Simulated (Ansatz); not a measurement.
The starting structures come from a database of crystals and need not be the phases stable at ambient conditions.

 Where the default PAW files enter, the runs use the earlier of Ansatz's two default sets.

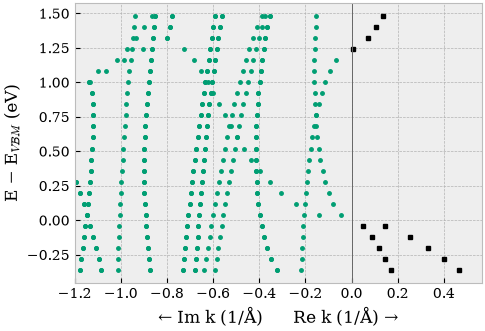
*Complex bands at the centre of the two-dimensional zone; r2SCAN (Ansatz, a quantum-chemistry and plane-wave program)*

The gap is the functional's own, uncorrected, and κ follows it; spin-orbit coupling is left out. Mid-gap values are interpolated between the computed energies.

Task: This is BaCuTeF (P4/nmm, not sure to be the ambient phase, 8 atoms a cell, 23.6 Å³ an atom) along the normal of (100). Read off the slowest decay at the centre of the two-dimensional zone at 0.60 eV, the computed energy nearest the middle of the gap.

Result: κ ≈ 0.15 1/Å, a decay length 1/(2κ) of the density of 3.4 Å.
